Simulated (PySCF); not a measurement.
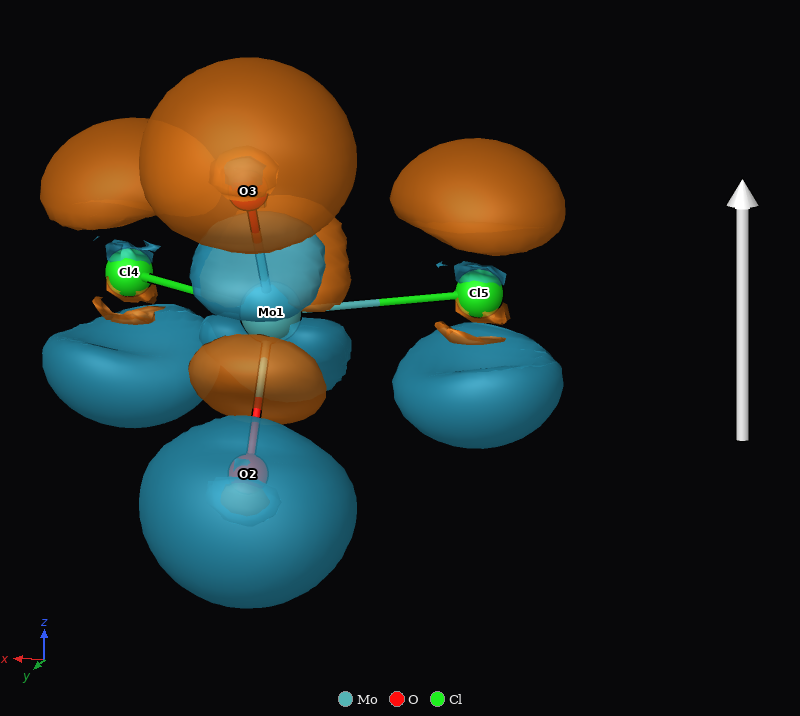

*Cl2MoO2. Change of the electron density in a uniform field of 0.41 V/Å along +z (arrow), surfaces at ±0.003 e/Å³ (light blue: gain, orange: loss).*

Computed with PySCF, TPSSh/def2-SVPD, geometry: GFN2-xTB. Core potentials replace the inner electrons of Mo; spin–orbit coupling isn't included. This is a single-reference result, which may miss multireference character in this system. No frequency check shows the geometry to be a minimum. GFN2-xTB bond lengths at metals and heavier atoms can be off by up to 0.1 Å and shapes distorted, which carries into these values.

Input script:

```python
import numpy as np
from pyscf import gto, scf, dft
from pyscf.scf import atom_ks, atom_hf
from scipy.linalg import block_diag

def solve(mol, dm0=None, hcore=None):
    mf = (dft.UKS if mol.spin else dft.RKS)(mol, xc='tpssh')
    mf.grids.level = 3
    mf = mf.density_fit(auxbasis='def2-universal-jkfit')
    mf.conv_tol, mf.max_cycle = 1e-8, 80
    if hcore is not None:
        mf.get_hcore = lambda *args: hcore
    mf.kernel(dm0)
    if not mf.converged:
        mf = mf.newton().run(mf.mo_coeff, mf.mo_occ, max_cycle=30)
    assert mf.converged, 'SCF not converged'
    return mf

mol = gto.M(atom='''
Mo    -0.00010     0.31995     0.00001
O     -0.00012     1.17285    -1.39453
O      0.00015     1.17288     1.39448
Cl     1.73203    -0.94709    -0.00005
Cl    -1.73179    -0.94725     0.00005
''', basis='def2-svpd', ecp={'Mo': 'def2-svpd'}, charge=0, spin=0, verbose=4)
field = np.array([0.0, 0.0, 0.008])  # atomic units
mol.set_common_orig(mol.atom_charges() @ mol.atom_coords() / mol.atom_charges().sum())
mf = solve(mol)
out = dict(dm0=mf.make_rdm1(), d0=mf.dip_moment(unit='AU'), e0=mf.e_tot)
for name, sign in (('p', 1), ('m', -1)):
    h = mf.get_hcore() + sign * np.einsum('x,xij->ij', field, mol.intor('int1e_r'))
    mi = solve(mol, mf.make_rdm1(), h)
    out.update({'dm' + name: mi.make_rdm1(), 'd' + name: mi.dip_moment(unit='AU'), 'e' + name: mi.e_tot})
# spherically averaged free atoms, for the promolecule
atom_ks.AtomSphAverageRKS.init_guess_by_vsap = lambda self, mol=None: self.init_guess_by_minao(mol)  # core potentials
atm = atom_ks.get_atm_nrks(mol, xc='tpssh')
pro = block_diag(*[(atm[a[0]][2] * atm[a[0]][3]) @ atm[a[0]][2].T for a in mol._atom])
np.savez('result.npz', pro=pro, **out)
```

Run with:

```sh
OMP_NUM_THREADS=1 python input.py
```

The run took 84 s on 1 thread of Arm Neoverse V1 (shared host), peak memory 0.67 GiB.

Partitions, critical points and surface values were worked out afterwards from this run's density.

### What dipole is induced, and what polarisability does it imply?

The induced dipole is 1.25 D (along the field); α along this axis, from the fields in both directions, is 61 bohr³ (9.1 Å³).

### Which atoms gain and lose the most charge?

Electrons gather most on O2 (Hirshfeld charge changes by −0.034 e) and leave O3 most (+0.034 e); 0.104 electrons are displaced in all.
